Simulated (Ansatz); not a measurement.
**Profile along the Cd–Se line in CdSe (wurtzite)**

CdSe (wurtzite)

```
CELL_PARAMETERS angstrom
      4.33999     0.00000     0.00000
     -2.17000     3.75854     0.00000
      0.00000     0.00000     7.07803
ATOMIC_POSITIONS crystal
  Cd 0.66667 0.33333 0.00056
  Cd 0.33333 0.66667 0.50056
  Se 0.66667 0.33333 0.62464
  Se 0.33333 0.66667 0.12464
```

Fields along a shortest Cd–Se line of a (1 -1 0 0) plane (2.66 Å), from Cd to Se, interpolated on the slice's grid (step about 0.2 Å). Level of theory: r2SCAN (plane waves to 500 eV, PAW, scalar-relativistic; Ansatz, a first-principles code). k mesh 9×9×5. Near the nuclei the fields are pseudised (PAW); where an atom keeps semicore shells as valence, they peak there. CdSe was relaxed with its symmetry unable to fall.

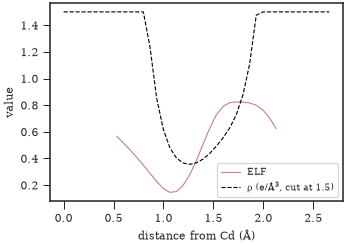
Figure. ELF (away from the nuclei) and valence density from Cd to Se.

Density on the Cd–Se line (2.66 Å) at its density minimum, 1.3 Å from Cd: 0.36 e/Å³. ELF at that point: 0.3. ELF maximum in the middle third of the Cd–Se line: 0.82, 1.7 Å from Cd.
